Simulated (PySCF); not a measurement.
The calculation's input:

```
{"job": {"kind": "nmr", "xc": "PBE0", "basis": "pcSseg-1"}, "charge": 0, "multiplicity": 1}
C     -1.293305    -1.073928     0.035062
C     -0.274321    -0.415114    -0.512039
C      0.846949     0.208021     0.274297
C      0.956209     1.648924     0.057073
N      1.036642     2.788645    -0.124637
H     -2.076533    -1.515801    -0.585816
H     -1.384329    -1.197354     1.119062
H     -0.215292    -0.301763    -1.600170
H      1.813503    -0.243617    -0.011022
H      0.715140     0.025238     1.352604
```

Command:

```sh
OMP_NUM_THREADS=1 python probes_run.py task.json out
```

Geometry: PBE0-D3(BJ)/def2-SVP.

Computed with PySCF, PBE0/pcSseg-1, SCF density, gas phase, non-relativistic.

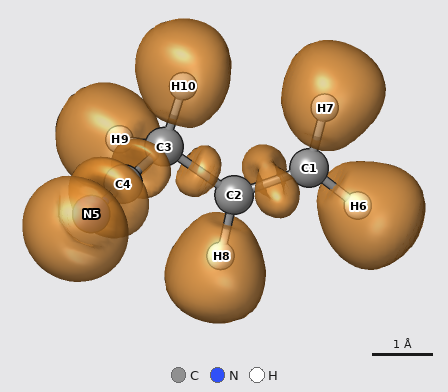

C$_{4}$H$_{5}$N. Isosurface of the electron localisation function at 0.8 (orange), seen at a tilt. Core shells and regions of very low density are left out.

Question: What do the ELF domains correspond to?

Answer: The surface consists of three regions between bonded C–C atoms (shared pairs), one region between bonded C–N atoms (shared pairs), five regions around hydrogen nuclei and one lobe on N, pointing away from the bonds (lone pairs).

Values along the shortest contacts:
C–N (1.16 Å): the ELF peaks at about 0.85 between the atoms; a multiple bond. C–C (1.33 Å): the ELF peaks at about 0.90 between the atoms; a short, multiple covalent bond.
